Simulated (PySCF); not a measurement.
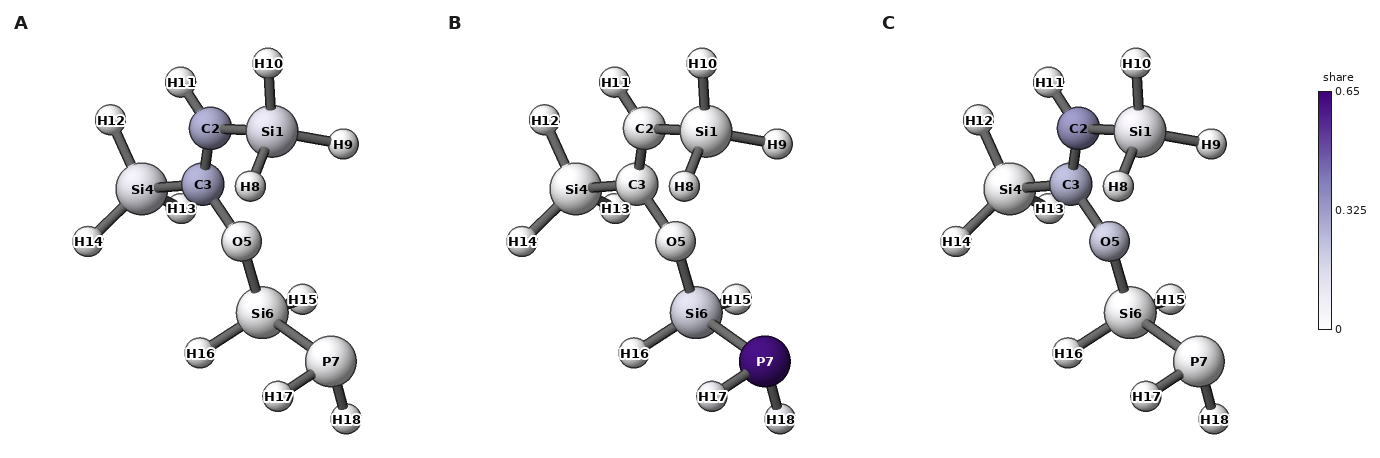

Each panel colours the atoms by their Löwdin share in one orbital (up to four of the largest shares; other atoms are shown as zero). The computed structure is the end point of a GFN2-xTB optimisation. No frequency run is at hand to confirm it as a minimum. Method: ωB97X-D/def2-SVPD (PySCF 2.14.0).

> The panels show the HOMO−1, HOMO, LUMO, in some order. Which is which?

A: LUMO, 1.05 eV; C2 0.28, C3 0.27, Si1 0.12, Si4 0.09
B: HOMO−1, −9.45 eV; P7 0.61, Si6 0.15, H17 0.06, H18 0.06
C: HOMO, −9.02 eV; C2 0.33, C3 0.24, O5 0.19, Si1 0.05

The geometry is semi-empirical. Around P, Si such bond lengths and angles can be off by a tenth of an ångström or more and by several degrees, and values that hang on the shape move with them.
